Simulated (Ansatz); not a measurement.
The parent structure is ZnS in the wurtzite structure (space group P6_3mc, No. 186; a = 3.845 Å, c = 6.306 Å).

Now apply this change: cell and atoms relaxed at a pressure of 75 GPa.

Computed with PBE in Ansatz (plane waves to 420 eV, PAW, no spin-orbit coupling).

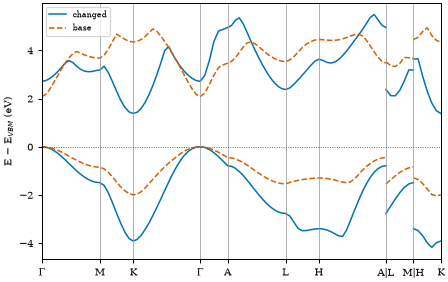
Fig. 1. Highest valence and lowest conduction band along the path, each from its own valence-band maximum

Read the changed gap and its character from the plot.

About 1.4 eV, indirect, Γ → K.

Load acts through the strain it causes; cell and atoms are relaxed under it. Whether these cells are dynamically stable was not tested. Tetrahedral semiconductors of this kind turn to denser phases somewhere between about 1 and 50 GPa; those were not computed, so compressed cells here can lie past the real transition.

Ansatz is a program for electronic structure.
